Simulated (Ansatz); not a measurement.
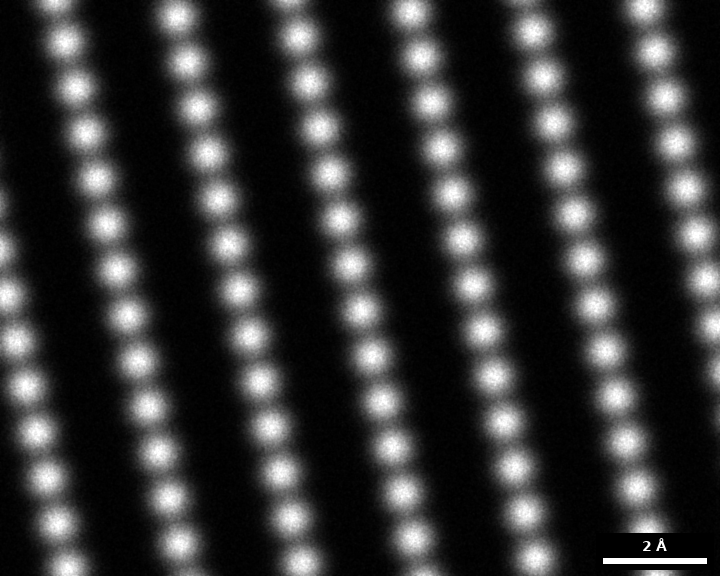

Dark-field STEM-like image of Mo (Im-3m, No. 229). Simulated incoherent Z contrast: every atom adds Z^1.6 spread by a probe of 0.59 Å full width; channelling and multiple scattering are left out. Shot noise was added. Structure used: a calculation's starting geometry.

```cif
data_structure
_symmetry_space_group_name_H-M 'Im-3m'
_symmetry_Int_Tables_number 229
_cell_length_a 3.1500
_cell_length_b 3.1500
_cell_length_c 3.1500
_cell_angle_alpha 90.000
_cell_angle_beta 90.000
_cell_angle_gamma 90.000
_cell_volume 31.26
loop_
_atom_site_label
_atom_site_type_symbol
_atom_site_symmetry_multiplicity
_atom_site_Wyckoff_symbol
_atom_site_fract_x
_atom_site_fract_y
_atom_site_fract_z
_atom_site_occupancy
Mo1 Mo 2 a 0.00000 0.00000 0.00000 1
```

Q: Along which zone axis is the crystal seen: [110], [211], [210] or [111]? (Directions equivalent by symmetry count as one.)

A: [211]. The projected cells are 1.57 × 2.23 Å, 90° for [110]; 0.91 × 2.23 Å, 90° for [211]; 1.41 × 1.73 Å, 114° for [210]; 2.57 × 2.57 Å, 120° for [111], and the image repeats as the [211] one does.
